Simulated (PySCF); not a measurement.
Molecule: Si(H)(F)2(Br), SMILES F[SiH](F)Br (HBrF2Si), singlet. Atoms near the plane z = 0.6 Å, at the CAM-B3LYP/def2-SVP optimised geometry (x, y, z in Å): Si1 (-0.4, -0.7, 0.0), F2 (-0.9, -1.4, 1.4), F3 (1.2, -0.7, 0.0), Br4 (-1.2, 1.4, 0.0).

Method: PySCF 2.14.0 with CAM-B3LYP/def2-TZVP. The values are rescaled to run from 0 to 1.

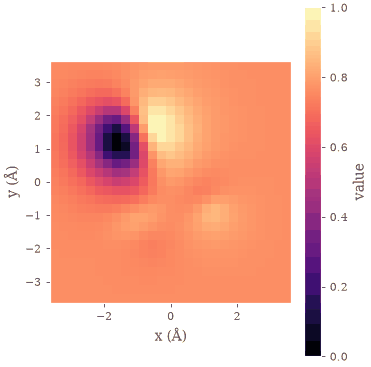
a field on the plane z = 0.6 Å.

Q: Which quantity is mapped?
(A) deformation density (molecule minus spherical neutral atoms)
(B) electrostatic potential
(C) log10 of the electron density
(D) an orbital amplitude

A: D, an orbital amplitude. In full: HOMO−1 amplitude (bohr^(-3/2)).
